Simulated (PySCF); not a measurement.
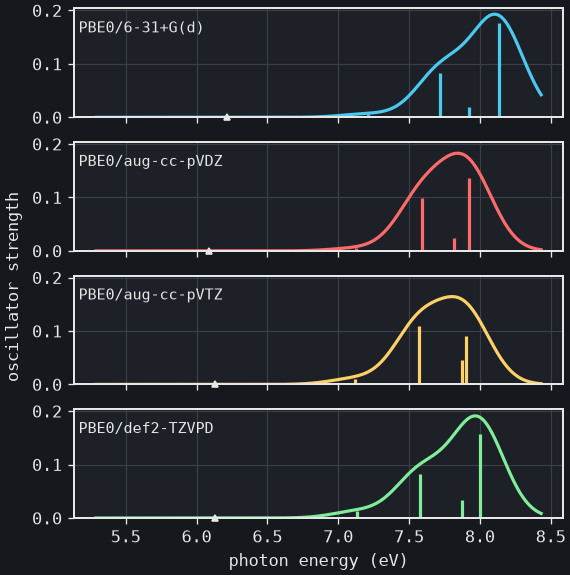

Vertical TDDFT spectra of Al₂H₄Cl₂, SMILES [AlH2-]1[Cl+][AlH2-][Cl+]1, singlet at one geometry and several levels (PySCF 2.14.0, at a PBE0-D3(BJ)/def2-SVP geometry (no frequency check)); sticks with Gaussians of 1/e half-width 0.25 eV, the triangle marks S1, which has the same leading orbital pair at all these levels. Only the lowest states were computed, so the high end is incomplete. States within 0.01 eV of each other are merged, with their strengths summed. The highest state may be half of a pair whose partner wasn't computed.

Question: Order the levels by their S1 energy.

Answer: From lowest to highest: PBE0/aug-cc-pVDZ 6.09 eV, PBE0/aug-cc-pVTZ 6.13 eV, PBE0/def2-TZVPD 6.13 eV, PBE0/6-31+G(d) 6.22 eV; a spread of 0.13 eV.

Caveats, for all or some of the runs: core orbitals are frozen in the response.
